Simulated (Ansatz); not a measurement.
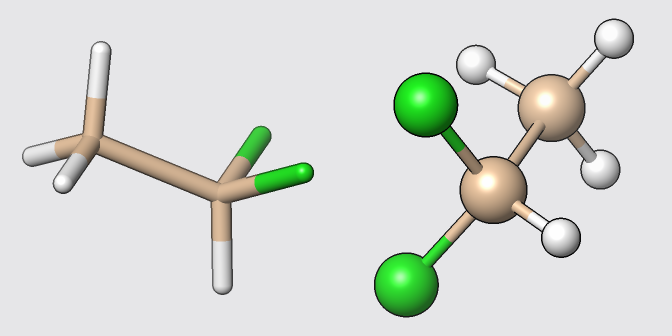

The same structure drawn twice, from different directions. Colours: silicon light orange, chlorine green, hydrogen white.

Describe the molecule.

It has 8 atoms: 2 chlorine, 4 hydrogen and 2 silicon (Cl2H4Si2). The point group is Cs. Coordination: 2 Si tetrahedral.

The parts below concern this one geometry. Atoms keep their numbers from picture to picture. Computed geometry: PBE0-D4/def2-TZVP optimisation.

### Shape

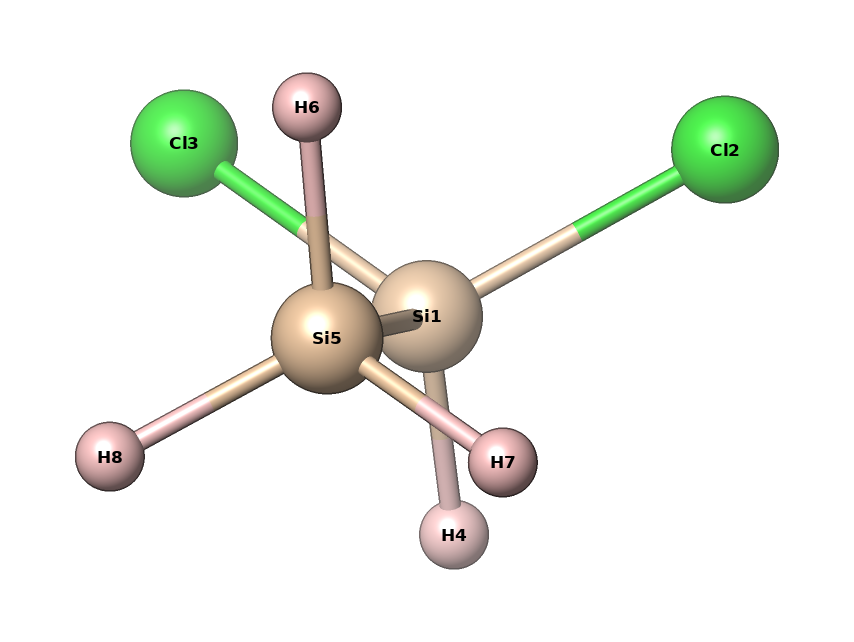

Si1 lies behind Si5. The molecule seen a little off the Si5–Si1 bond, Si5 in front. Depth is shown by fading: the farther an atom, the more it takes the colour of the background.

**What is the torsion angle H6–Si5–Si1–Cl2? The sign is positive where the front bond must turn clockwise to cover the back bond.**

59°, synclinal (gauche). The bonds about Si5–Si1 are staggered.

### Vibrations

Harmonic vibrations computed with RKS PBE0-D4/def2-TZVP (Ansatz 0.2.0) at a stationary point of the same level.

**List the wavenumbers.**

18 modes: 98, 106, 143, 190, 392, 499, 515, 543, 582, 762, 782, 873, 931, 932, 2224, 2238, 2243, 2249 cm⁻¹.

### Thermal motion

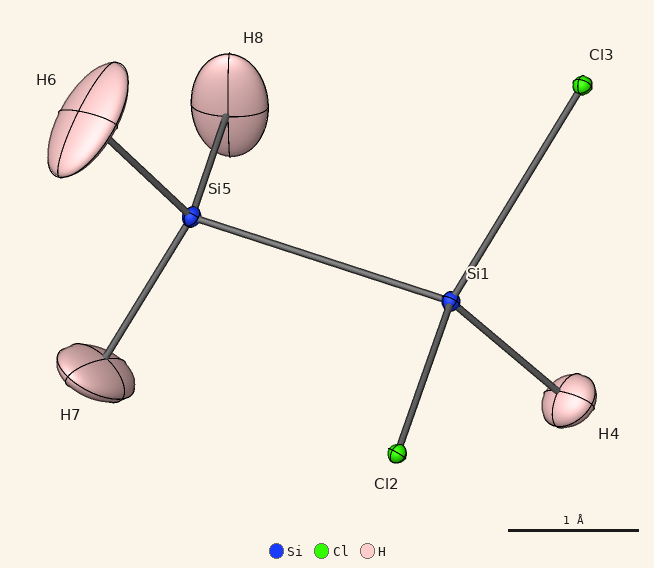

Displacement ellipsoids at the 50 % level, from the internal vibrations of the free molecule (harmonic, no overall translation or rotation; no half-axis is drawn under 0.075 Å). Vibrations computed with RKS PBE0-D4/def2-TZVP (Ansatz 0.2.0). Temperature: 100 K.

Give the displacement parameters, one line for each set of equivalent atoms.

```json
{"atom": "Si1", "U_eq (Å²)": "0.0016", "rms amplitudes (Å)": "0.034, 0.040, 0.046"}
{"atom": "Cl2, Cl3", "U_eq (Å²)": "0.0014", "rms amplitudes (Å)": "0.017, 0.037, 0.050"}
{"atom": "H4", "U_eq (Å²)": "0.0189", "rms amplitudes (Å)": "0.095, 0.148, 0.160"}
{"atom": "Si5", "U_eq (Å²)": "0.0017", "rms amplitudes (Å)": "0.016, 0.046, 0.052"}
{"atom": "H6", "U_eq (Å²)": "0.0521", "rms amplitudes (Å)": "0.086, 0.193, 0.334"}
{"atom": "H7, H8", "U_eq (Å²)": "0.0486", "rms amplitudes (Å)": "0.096, 0.192, 0.316"}
```

### Dipole moment

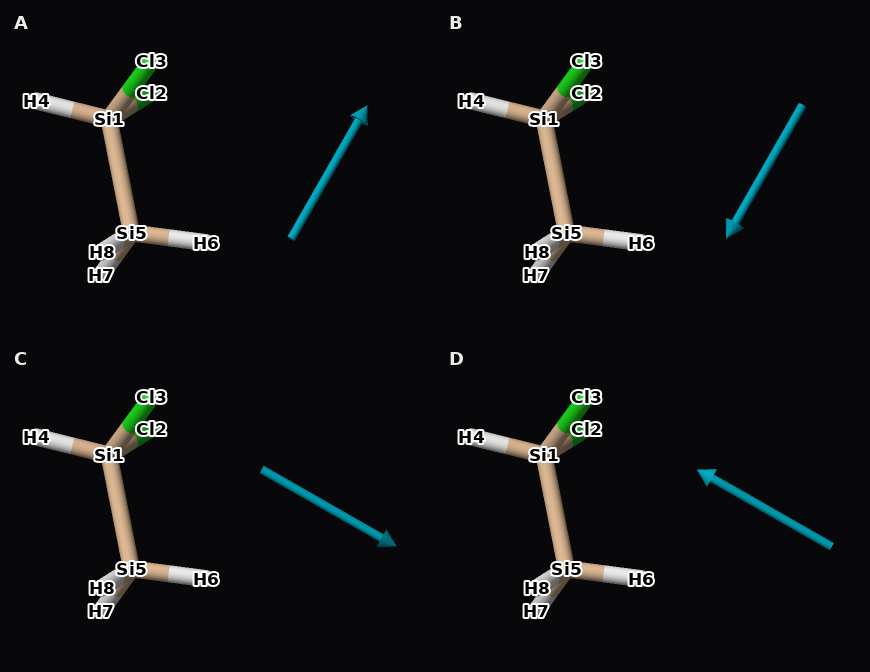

The same molecule four times, each with an arrow. Level of theory: RKS PBE0-D4/def2-TZVP (Ansatz 0.2.0).

**Which arrow points along the dipole moment, from the negative to the positive end?**

B. The dipole moment is 1.50 D; it points from the side of Cl2, Cl3 to the side of H7, H8 (the outermost atoms at the two ends).
